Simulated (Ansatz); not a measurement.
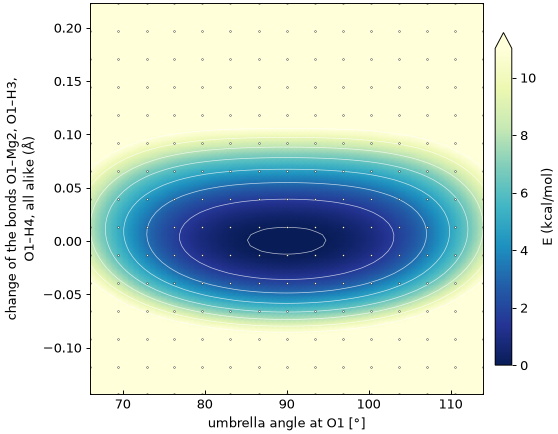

H₃MgO, SMILES [OH2+][MgH], charge +1. The first coordinate is: umbrella angle at O1 (between each of its bonds and their common axis; 90 is planar); the second: change of the bonds O1–Mg2, O1–H3, O1–H4, all alike. Nothing is relaxed (all other coordinates rigid). The grid has 15 × 15 points; 120 points were computed and 105 follow by symmetry. Points are written as (first, second). Energies are in kcal/mol, from the lowest grid point. All numbers below come from RKS PBE0-D4/def2-TZVP in Ansatz 0.2.0.

In the figure: a smooth colour map with a few white contour lines, dots at the grid points, one colour for all values above the top of the scale. Between grid points the surface is interpolated.

Where is the minimum, and how stiff is the well along each coordinate?

The interpolated minimum is at the first coordinate ≈ 90.0°, the second coordinate ≈ 0.000 Å. The curvatures there are about 2.5 eV/rad² and 111 eV/Å², with a cross term of about 0 eV/(rad·Å). Round the minimum the two coordinates are nearly uncoupled. (1 eV is 23.1 kcal/mol.)
